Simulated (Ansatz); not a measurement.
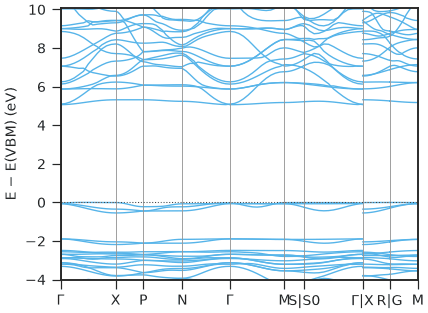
*Band structure from LDA in the plane-wave PAW code Ansatz*

Task: Read off the gap and where the band edges lie.

Result: About 5.1 eV (5.07 eV by a search for the band edges); maximum on the Γ–X line, 46 % of the way from Γ, minimum at Γ.

The material is Cs2KZrOF5 in space group I4mm (No. 107; Pearson symbol tI20).

The first step of the workflow began from a Materials Project structure, measured or hypothetical; the Crystallography Open Database copy checked does not list it. Whether it is the stable phase at ambient conditions was not checked. The LDA relaxation kept the symmetry of its start; whether a distortion lowers the energy is not shown. No spin polarisation was allowed. Scalar-relativistic: spin–orbit coupling is off unless named, which matters more the heavier the elements.

Potentials: the later of the program's two PAW sets.
